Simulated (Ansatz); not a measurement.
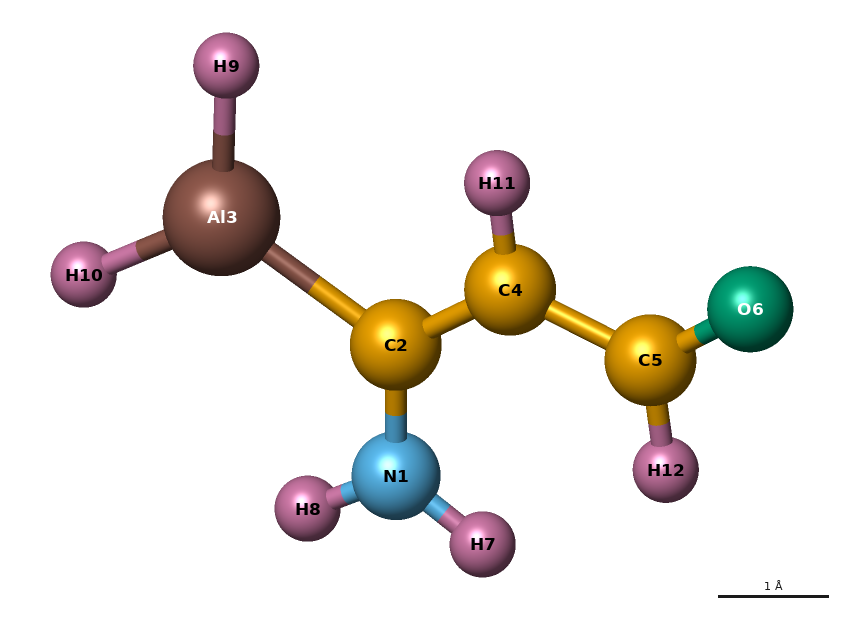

The atoms are numbered. The geometry was computed by an optimisation with PBE0-D4/def2-TZVP. No frequency run is at hand to confirm it as a minimum.

List the bonds and their lengths.

```
   bond  length (Å)
  N1–C2       1.355
  N1–H7       1.005
  N1–H8       1.002
 C2–Al3       1.964
  C2–C4       1.368
 Al3–H9       1.578
Al3–H10       1.589
  C4–C5       1.444
 C4–H11       1.086
  C5–O6       1.212
 C5–H12       1.114
```
